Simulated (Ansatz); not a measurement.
# Depolarisation of Na on W(100): the Topping model put to the test

In Topping's model the dipole per adsorbate falls as μ = μ₀/(1 + 9αn^(3/2)), with n the density and α a polarisability, so 1/μ is a straight line in n^(3/2).

**Method.** Ansatz 0.2.0, plane waves with PAW datasets (its set soft_2), PBE; 5 layers at the tabulated experimental lattice constant with the lower two held, adsorbates relaxed from the hollow site, dipole correction. μ is the change of the cell's dipole per adsorbate, positive end outwards.

```tsv
run	n^(3/2) (nm⁻³)	1/μ (1/D)
0.111 ML	1.17	0.446
0.25 ML	3.96	?
1 ML	31.69	2.398
```

**Question.** What value belongs in the row marked “?”, and how far can the other rows tell?

Two rows fix a line: slope = (2.398 − 0.446) / (31.69 − 1.17) = 0.06396, intercept 0.37114. The intercept gives μ₀ = 1/0.3711 = 2.69 D, and slope over intercept 9α = 0.172 nm³, or α = 19 Å³, an effective value that holds the metal's image. At 3.96 it gives 0.06396 × 3.96 + 0.37114 = 0.624 1/D. Rounding of the rows alone allows about ±0.001 1/D there; two rows can't show whether the line holds.

The run itself gives 0.711 1/D: a miss of +0.087 1/D, or 12.2 % of the value. In dipoles that is 1.60 D predicted against 1.41 D found. A miss this large means that the model doesn't hold over this range, and μ₀ and α above are fit values without physical meaning.

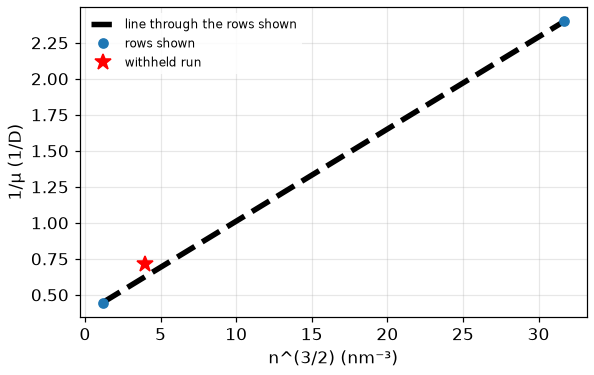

The fit and the withheld run.

Caveats: Heights and bonding change with coverage, which the model leaves out; its factor is about 9 for square and hexagonal arrays and differs for rectangular ones and rows; and slabs this thin add errors of their own. Other coverages were run too and are left out of this fit, which takes cells with one adsorbate each. The test is put only to electropositive adsorbates whose dipole falls by a fifth or more between the two rows shown.

[Logs are printed without paths, hosts, clocks, repeated set-up lines and the standing remarks that a program may print on its own settings, such as how far it seeks lower states.]
